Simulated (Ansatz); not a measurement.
## Electronic structure of AsH5Sn···H2S in real space

```yaml
atoms:
  - { symbol: Sn, position_ang: [-0.4948, 0.0095, -1.3666] }
  - { symbol: S, position_ang: [-0.2957, 1.4249, 2.2308] }
  - { symbol: H, position_ang: [-0.4096, -0.5562, -2.9795] }
  - { symbol: H, position_ang: [-2.1080, -0.0874, -0.8235] }
  - { symbol: H, position_ang: [0.0014, 1.6454, -1.3581] }
  - { symbol: H, position_ang: [0.9373, 0.9823, 2.5230] }
  - { symbol: As, position_ang: [1.1250, -1.3729, 0.1335] }
  - { symbol: H, position_ang: [0.1834, 2.4453, 1.5032] }
  - { symbol: H, position_ang: [-0.0331, -1.9242, 0.9511] }
  - { symbol: H, position_ang: [1.0941, -2.5666, -0.8139] }
```

The product side of a reaction path; geometry: PBE0-D4/def2-TZVP; core potentials replace the inner electrons of Sn.

All numbers below come from Ansatz 0.2.0, RKS PBE0-D4/def2-TZVPP.

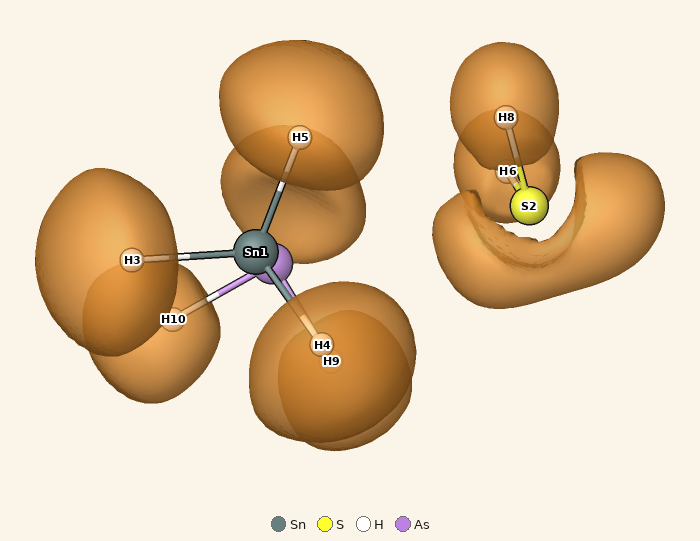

Figure 1. Isosurface of the ELF at 0.85 (orange), seen at an oblique angle. Only the valence region is drawn (cores and ρ < 0.01 e/Å³ removed).

> Identify the bonds, lone pairs and shells in this picture.

The surface consists of seven regions around hydrogen nuclei, one lobe on As, pointing away from the bonds (lone pairs) and one lobe on S, pointing away from the bonds (lone pairs, which may merge into one lobe).


Sn1···S2 (3.87 Å): the ELF dips to about 0.05 between them (a weak contact between the two molecules). Sn–As (2.60 Å): the ELF peaks at about 0.85 between the atoms: localised, covalent bonding.

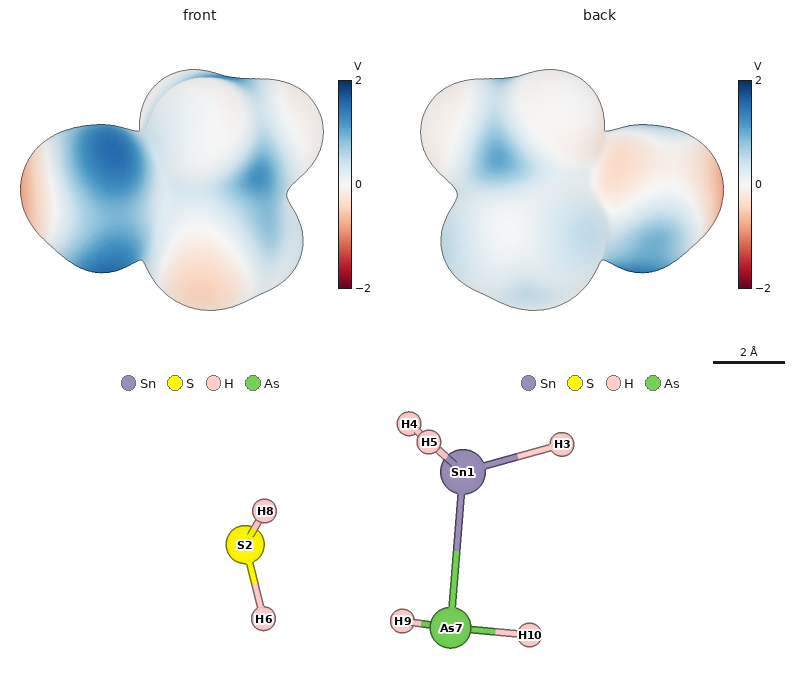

Figure 2. The molecular electrostatic potential painted on the density surface at 0.002 e/bohr³, seen from the front and from behind; the colour scale runs from red (negative) to blue (positive). The bare structure is drawn below in the same view.

> Describe the electrostatic potential map.

The most negative region (about −0.7 V) lies over S2, the most positive (about +1.5 V) over H6 and H8.

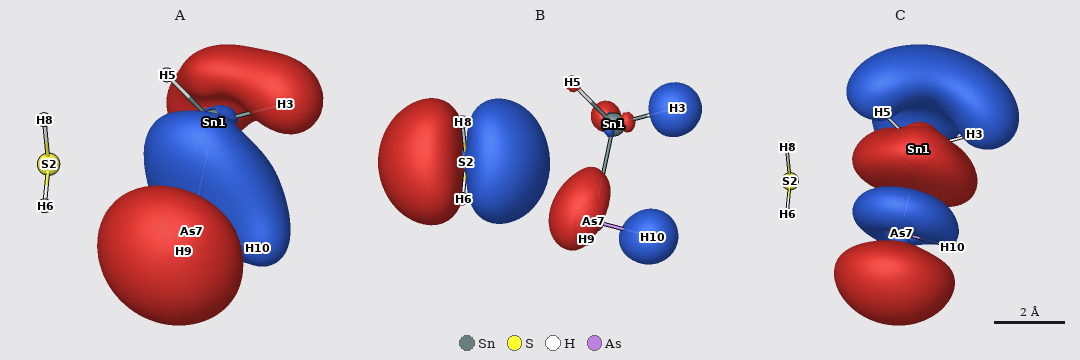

Figure 3. Three frontier orbitals at ±0.06 Å⁻³ᐟ² (red and blue are the two phases), in no order.

> Which picture is the HOMO−1, the HOMO and the LUMO?

B is the HOMO−1 (−7.67 eV). By Hirshfeld shares it lies mainly on S2 (about 80 %); largely a lone pair of S2. A is the HOMO (−7.29 eV). By Hirshfeld shares it lies mainly on As7 (about 65 %) and Sn1 (about 20 %). C is the LUMO (−0.43 eV). Its weight (Hirshfeld) is mainly on Sn1 (about 40 %), As7 (about 35 %) and H4 (about 5 %).

> What is the HOMO–LUMO gap?

6.86 eV between the orbital energies.

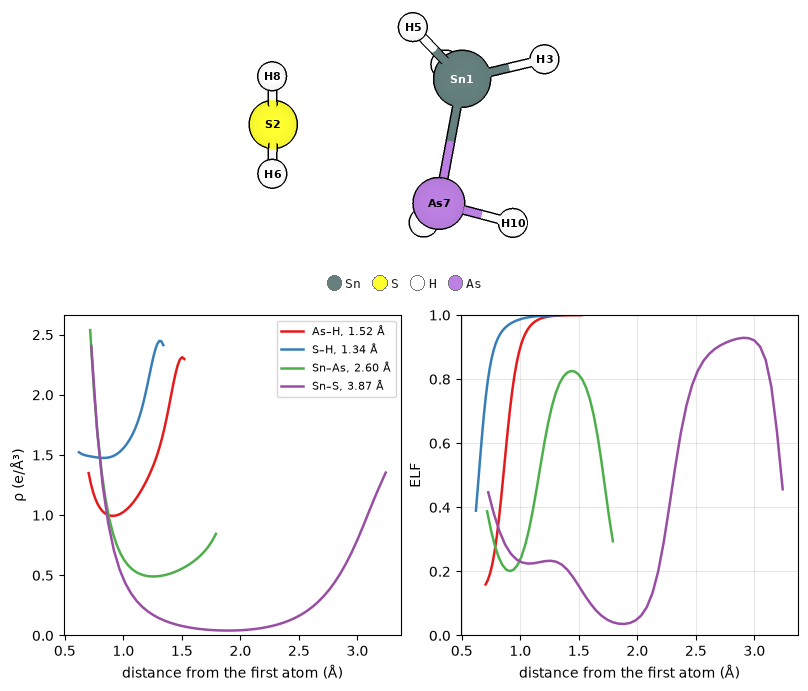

Figure 4. Electron density and ELF along straight lines between neighbouring atoms. The curves leave out the atomic cores. The structure is drawn too.

> Compare the contacts.

As–H (1.52 Å): the density is about 1.1 e/Å³ at the midpoint; the ELF climbs to about 1 towards the hydrogen, as it does in any bond to H.
S–H (1.34 Å): ρ at the midpoint is about 1.5 e/Å³; the ELF climbs to about 1 towards the hydrogen.
Sn–As (2.60 Å): ρ at the midpoint is about 0.49 e/Å³; the ELF peaks at about 0.85 between the atoms: a covalent bond.
Sn1···S2 (3.87 Å): the density falls to about 0.04 e/Å³ on the way; the ELF dips to about 0.05 between them (a weak contact between the two molecules).
